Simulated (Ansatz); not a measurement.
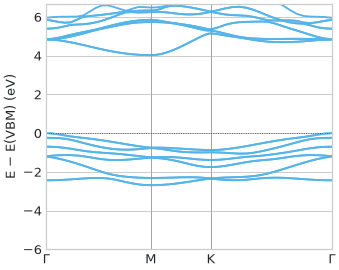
Band structure from DFT-r²SCAN+D4 with spin–orbit coupling in the program Ansatz with PAW potentials

Task: Read off the gap and where the band edges lie.

Result: About 4.0 eV (4.03 eV by a search for the band edges); maximum at Γ, minimum at M.

The material is monolayer CaI2 (1T, P-3m1 in the vacuum cell, 3 atoms).

The layer was cut from a bulk entry of the Materials Project (measured or hypothetical); whether that bulk phase is the ambient one, and whether the layer has been isolated, was not checked. The r²SCAN+D4 relaxation kept the symmetry of its start; its stability against distortions is not shown here.

Potentials: the later of the program's two PAW sets.
